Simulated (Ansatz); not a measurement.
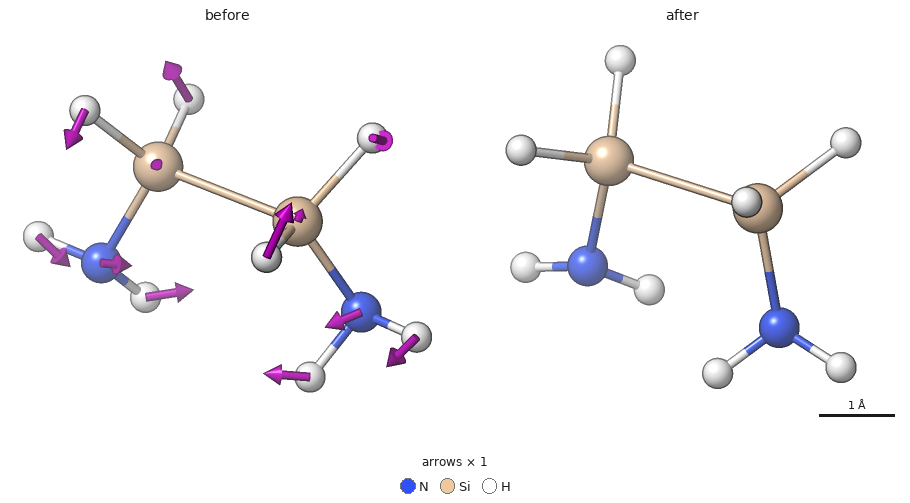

The structure of Si$_{2}$N$_{2}$H$_{8}$ (coarse preliminary run) before (left) and after (right) a relaxation, at one scale. The purple arrows give the displacements, at their true length.

Style: ball-and-stick. Shown at a tilt.

The start comes from a force field.

These are results of RKS PBE-D4/def2-SVP (Ansatz), not measurements.

Input
```yaml
crystal:
  periodic: [false, false, false]
  atoms:
    - {symbol: N, position_ang: [-1.338900, 1.473300, -0.165300]}
    - {symbol: Si, position_ang: [0.209000, 1.267700, 0.374000]}
    - {symbol: Si, position_ang: [0.747400, -1.011400, 0.415900]}
    - {symbol: N, position_ang: [0.154000, -1.866100, -0.873700]}
    - {symbol: H, position_ang: [-1.453600, 1.179800, -1.155700]}
    - {symbol: H, position_ang: [-1.568000, 2.534500, -0.219100]}
    - {symbol: H, position_ang: [1.083000, 2.007400, -0.591700]}
    - {symbol: H, position_ang: [0.357600, 1.926900, 1.699800]}
    - {symbol: H, position_ang: [0.242000, -1.649800, 1.684900]}
    - {symbol: H, position_ang: [2.245500, -1.230400, 0.385000]}
    - {symbol: H, position_ang: [-0.944100, -1.835100, -0.759000]}
    - {symbol: H, position_ang: [0.343300, -2.852200, -0.761100]}
basis:
  gaussian: {orbitals: def2-SVP}
hamiltonian: {xc: pbe, dispersion: d4}
relax: {f_tol: 0.03, max_steps: 200}
```

Q: Summarise the run.

A: The largest move after the best rigid fit is that of H9, 0.83 Å. By element the largest moves are H 0.83 Å, N 0.54 Å, Si 0.19 Å. Some distances before and after: N1–Si2 1.652 → 1.761 Å, Si3–N4 1.657 → 1.761 Å, N4–H11 1.105 → 1.026 Å, N1–H6 1.087 → 1.025 Å. Bond angles that change, for instance: Si2–Si3–N4 113.9° → 101.3°, N1–Si2–H7 105.9° → 117.0°, Si2–N1–H6 109.6° → 119.3°. Groups turn about Si2–Si3 by about 45°. After 13 geometry steps the energy has fallen by 0.922 eV. Largest force component: 4.3 eV/Å at the start, 0.019 eV/Å at the end. The run took roughly 60 core-seconds on a shared host.
